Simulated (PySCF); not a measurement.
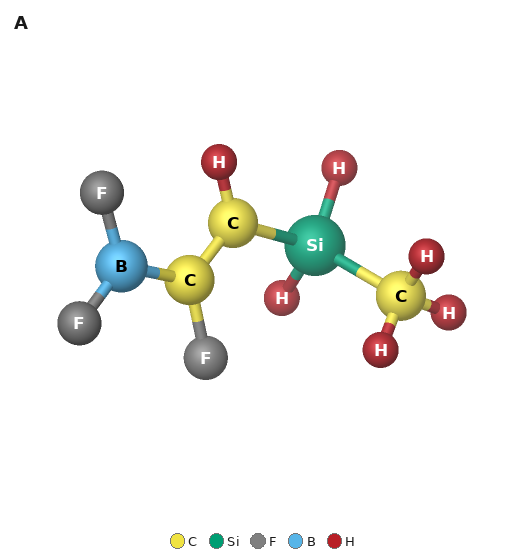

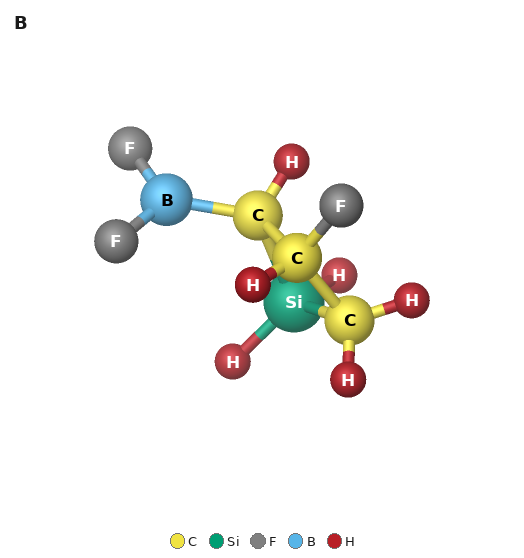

2 stationary structures of one formula. Geometries: GFN2-xTB. Electronic energies: PBE0/def2-SVPD (PySCF 2.14.0), without zero-point energy. No frequency run is at hand to confirm each as a minimum. Each is one conformer, not always the lowest.

**How are they related?**

They are constitutional isomers of C3H6BF3Si: A `C[SiH2]/C=C(\F)B(F)F`, B `FB(F)[C@@H]1[SiH2]C[C@H]1F`.

**Which structure is the most stable?**

B is lowest; A lies 5.1 kcal/mol above it.

The geometry is semi-empirical. Around B, Si such bond lengths and angles can be off by a tenth of an ångström or more and by several degrees, and values that hang on the shape move with them.
